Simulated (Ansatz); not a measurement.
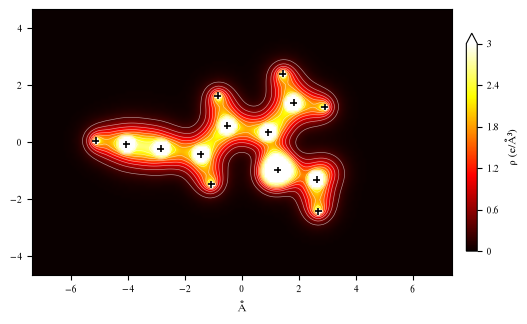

The total electron density on a plane through atoms (crosses mark nuclei in the plane).

Computed with isolated molecule in a Gaussian basis; Kohn-Sham density functional theory, functional PBE0 (Ansatz 0.2.0).

Candidates:
A. C$_{7}$H$_{8}$O (SMILES C#C/C=C/C(=C)OC)
B. C$_{6}$H$_{7}$F
C. C$_{6}$H$_{10}$Si (SMILES C#CC1([SiH3])CCC1)

Which system is this?

Candidate A: C$_{7}$H$_{8}$O on the plane of atoms C3, C4 and C5, which holds C, O and H. C–C (1.23 Å): the density is about 2.6 e/Å³ at the midpoint. C–O (1.36 Å): ρ is about 2.3 e/Å³ halfway, with its minimum of 1.9 e/Å³ about 0.5 Å from C.
